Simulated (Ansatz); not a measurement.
# MoSi2: pressure series

Start from MoSi2 (space group I4/mmm, No. 139).

```
CELL_PARAMETERS angstrom
     -1.60850     1.60850     3.93661
      1.60850    -1.60850     3.93661
      1.60850     1.60850    -3.93661
ATOMIC_POSITIONS crystal
  Mo 0.00000 0.00000 0.00000
  Si 0.33511 0.33511 0.00000
  Si 0.66489 0.66489 0.00000
```

Cell and atoms are relaxed at each pressure.

Method: PBE (Ansatz, a program for electronic structure, PAW, without spin-orbit coupling), earlier PAW set.

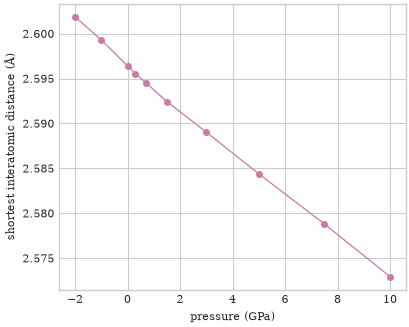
Fig. 1. Shortest interatomic distance against pressure

From the plot, what is the shortest interatomic distance for pressure 0.7 GPa?

About 2.595 Å.

Is the trend monotonic over the range shown?

Yes, it falls throughout, spanning 2.573 Å to 2.602 Å.

Load acts through the strain it causes; cell and atoms are relaxed under it. No phonon test of stability was made. No other phases were tried under pressure. The final runs are not spin-polarised.
